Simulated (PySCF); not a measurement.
C₄H₁₁AlP₂

Input file:

```
{"job": {"kind": "uv", "xc": "PBE0", "basis": "def2-SVPD", "nstates": 8, "ntriplets": 3}, "charge": 0, "multiplicity": 1}
C     -2.944737     0.446183     1.412279
C     -1.851703    -0.150999     0.962413
C     -1.014074     0.383593    -0.114194
C     -0.149730    -0.533391    -0.912080
P      0.820616     0.495672     0.274557
Al     2.183646    -1.580307     0.607995
P      1.480679     2.038842    -1.089235
H     -3.290687     1.380234     1.000270
H     -3.536344     0.022947     2.204437
H     -1.511199    -1.085689     1.390988
H     -1.415829     1.254466    -0.626628
H     -0.039325    -0.331346    -1.971021
H     -0.196422    -1.593241    -0.668956
H      3.350534    -0.824329     1.335564
H      2.438649    -2.010212    -0.883141
H      1.076243    -2.347064     1.414538
H      1.815889     2.923519    -0.063236
H      2.775033     1.517441    -1.139524
```

Command:

```sh
OMP_NUM_THREADS=1 python probes_run.py task.json out
```

Geometry: GFN2-xTB.

All numbers below come from PySCF, PBE0/def2-SVPD, SCF density, gas phase.

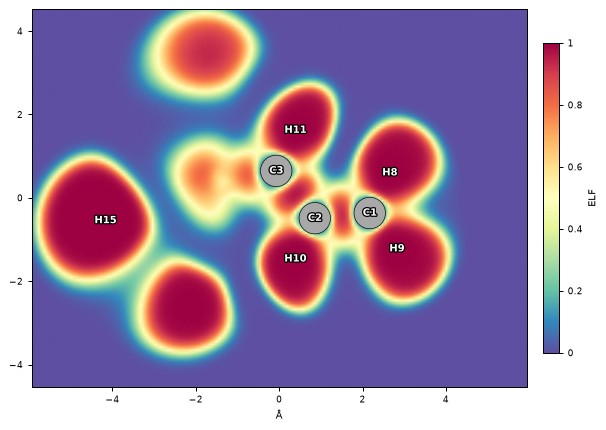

Figure 1. Electron localisation function on the plane of atoms C2, C1 and H9. Grey discs cover the atomic cores.

Interpret the plot.

The plane passes through C and H nuclei. C–C (1.32 Å): the ELF peaks at about 0.95 between the atoms; a multiple bond. C–H (1.08 Å): the ELF climbs to about 1 towards the hydrogen, as it does in any bond to H (an ordinary covalent bond to hydrogen). C–C (1.47 Å): the ELF peaks at about 0.95 between the atoms (localised, covalent bonding).

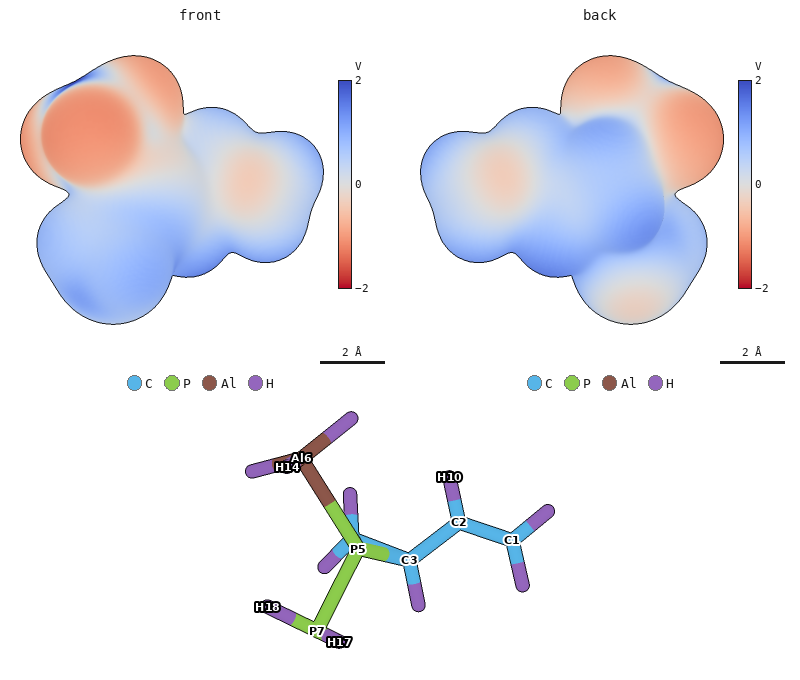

Figure 2. The electrostatic potential painted on the density surface at 0.002 e/bohr³, seen from the front and from behind; red is negative and blue positive. The bare structure is drawn below in the same view.

Which sites attract a positive test charge, and which a negative one?

A positive charge is drawn to the negative regions and a negative charge to the positive ones. The most negative region (about −1.1 V) lies over H14, the most positive (about +1.5 V) over Al6 and H11.

How polar is the molecule by this calculation?

Its dipole moment is 3.92 D.
